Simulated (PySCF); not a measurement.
Consider H₈LaO₄ (charge +2).

```xyz
13

La    0.0000    0.0000    0.0000
O     1.5123    1.5212    1.5212
H     1.8743    1.3209    2.3994
H     1.8743    2.3994    1.3209
O    -1.5123   -1.5212    1.5212
H    -1.8743   -1.3209    2.3994
H    -1.8743   -2.3994    1.3209
O     1.5123   -1.5212   -1.5212
H     1.8743   -2.3994   -1.3209
H     1.8743   -1.3209   -2.3994
O    -1.5123    1.5212   -1.5212
H    -1.8743    2.3994   -1.3209
H    -1.8743    1.3209   -2.3994
```

Core potentials replace the inner electrons of La.

Computed with RKS PBE0, La lcecp-0-SVP with ECP47, O def2-SVP, H def2-SVP; non-relativistic Hamiltonian with scalar-relativistic core potentials where named; density fitting in PySCF.

What can the converged electron density and electron localisation function tell about the bonding?

Answer. La–O (2.63 Å): ρ at the midpoint is about 0.25 e/Å³, with its minimum of 0.22 e/Å³ about 1.4 Å from La; the ELF is about 0.15 at the midpoint (an ionic contact with no shared pair).

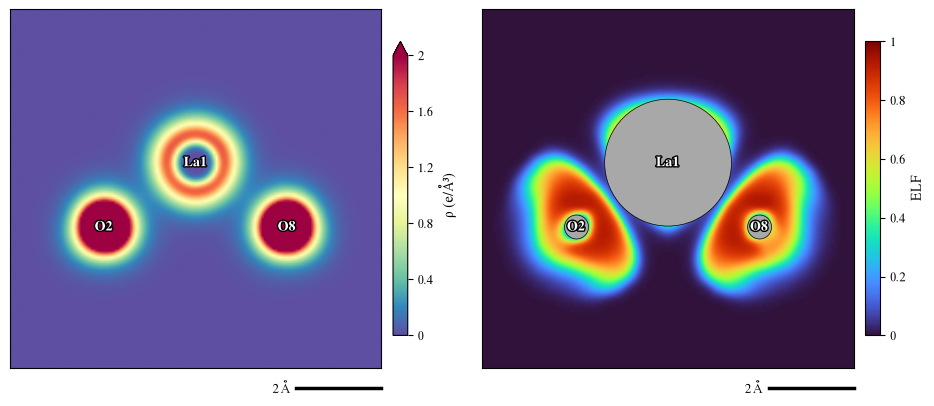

Computed electron density and electron localisation function on the plane of atoms O2, La1 and O8, in this order. Grey discs cover the atomic cores in the ELF map. 
